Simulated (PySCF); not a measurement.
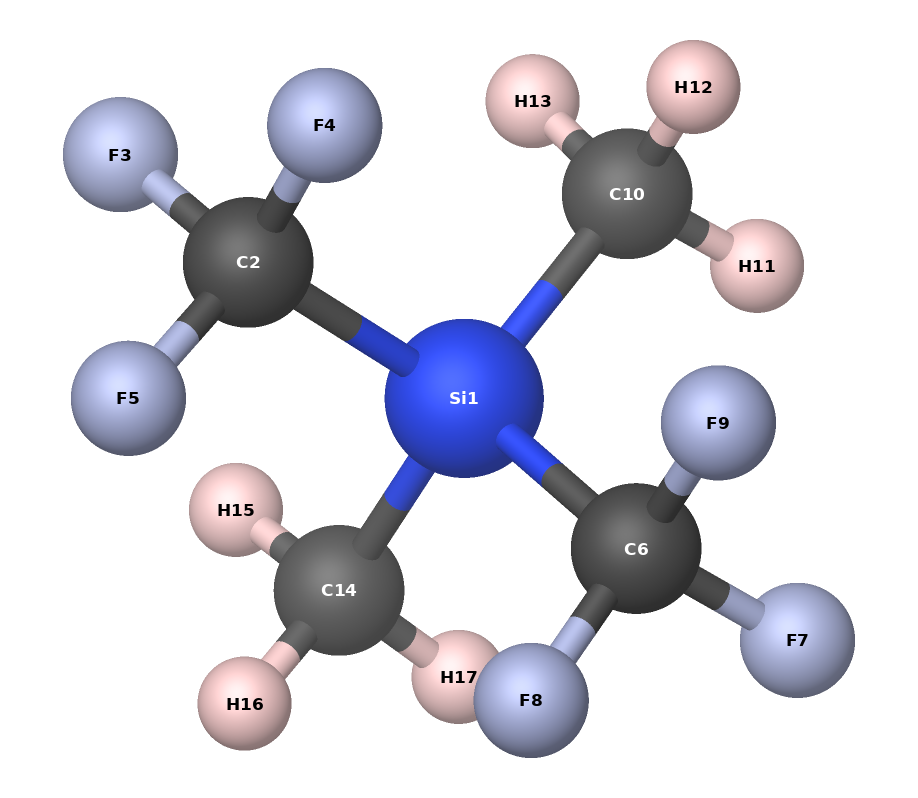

Computed geometry: PBE0-D3(BJ)/def2-SVP optimisation. No frequency run is at hand to confirm it as a minimum. Properties computed with delta-SCF UKS SCAN, pcX-2 on the ionised atom (unc-x2c-TZVPall on a metal), pcseg-1 elsewhere, spin-free X2C (PySCF 2.14.0).

Give the core-electron binding energies (to vacuum; p and d levels without spin–orbit splitting) of Si1 1s, Si1 2p, C2 1s, F3 1s, C10 1s.

```
atom  level  binding energy (eV)
 Si1     1s               1847.2
 Si1     2p                107.6
  C2     1s                297.5
  F3     1s                693.8
 C10     1s                290.9
```
